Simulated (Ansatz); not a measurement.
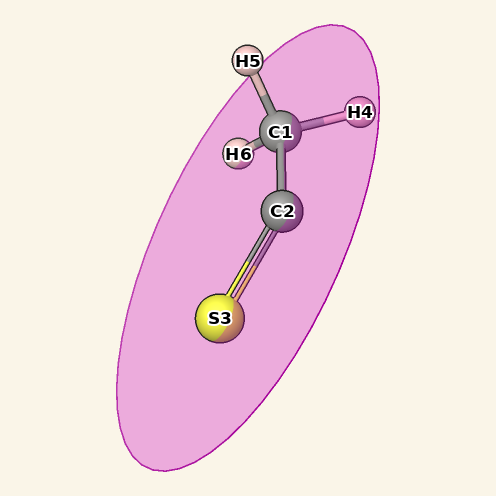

A disc through the centre of mass is drawn in. Distant atoms are faded towards the background colour. State: charge −1, singlet. The geometry was computed by an optimisation with PBE0-D4/def2-TZVPD. No frequency run is at hand to confirm it as a minimum.

Is the plane of the disc a mirror plane of the structure?

Answer. Yes. The reflection leaves C1, C2, S3, H6 in place and moves H4 ↔ H5. The point group is Cs.
